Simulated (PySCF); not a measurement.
Input

```
{"job": {"kind": "nmr", "xc": "PBE0", "basis": "pcSseg-1"}, "charge": 0, "multiplicity": 1}
Si    -1.443716    -0.311615    -0.442224
O     -1.107665     0.491657     0.999963
Si    -1.773551     1.182163     2.363900
N      0.211790    -0.503308    -0.963496
Si     0.588576    -1.314240    -2.482252
Si     1.532042     0.109334     0.053687
H     -3.261987     1.055766     2.334668
H     -1.239159     0.485440     3.568461
H     -1.397170     2.623682     2.409584
H      1.425793    -2.528540    -2.246989
H      1.327326    -0.402218    -3.405663
H     -0.705638    -1.717221    -3.109508
H      1.471279     1.589618     0.216289
H      1.563897    -0.553167     1.388318
H      2.797271    -0.232718    -0.670069
```

Launched as:

```sh
OMP_NUM_THREADS=1 python cluster_run.py task.json out
```

Geometry: PBE0-D3(BJ)/def2-SVP.

All numbers below come from PySCF 2.14.0, PBE0/pcSseg-1, SCF density, gas phase, non-relativistic.

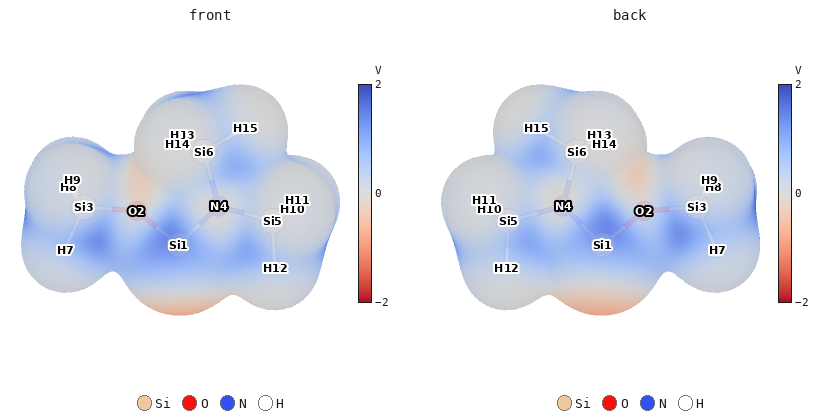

H$_{9}$NOSi$_{4}$ (SMILES [SiH3]O[Si]N([SiH3])[SiH3]). The electrostatic potential painted on the density surface at 0.002 e/bohr³, seen from the front and from behind; red is negative and blue positive.

> Which sites attract a positive test charge, and which a negative one?

A positive charge is drawn to the negative regions and a negative charge to the positive ones. The most negative region (about −0.7 V, or −16 kcal/mol for a unit charge) lies over Si1, the most positive (about +1.5 V, or +35 kcal/mol for a unit charge) over Si3.

> What dipole moment does the calculation give?

Its dipole moment is 0.58 D.
